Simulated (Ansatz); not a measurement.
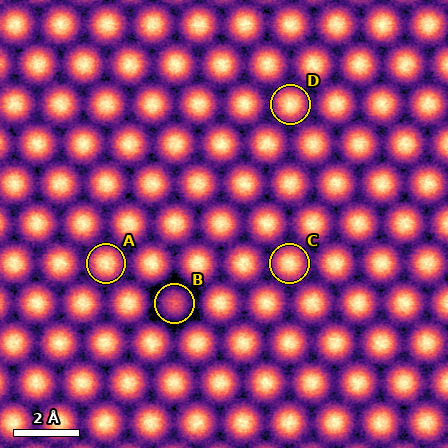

Z-contrast image of Cu (Fm-3m, No. 225) along [111]. Simulated incoherent Z contrast: every atom adds Z^1.6 spread by a probe of 0.94 Å full width; channelling and multiple scattering are left out. The display is stretched by a gamma of 0.65; percentages refer to the linear signal. Shot noise and a slight drift were added.

The sample is 3 repeats (18.3 Å) thick. One point defect was put into the perfect crystal, without relaxing the atoms around it. Brightness is counted from the darkest point of the image. Host structure: the input geometry of an electronic-structure calculation (not necessarily at equilibrium).

Which ringed column holds the defect, and does it scatter more or less than its equals?

B; it scatters less. The column holds 3 atoms (Cu) through the sample, and one Cu atom is missing, so its peak drops to about 50 % of that of its equals.
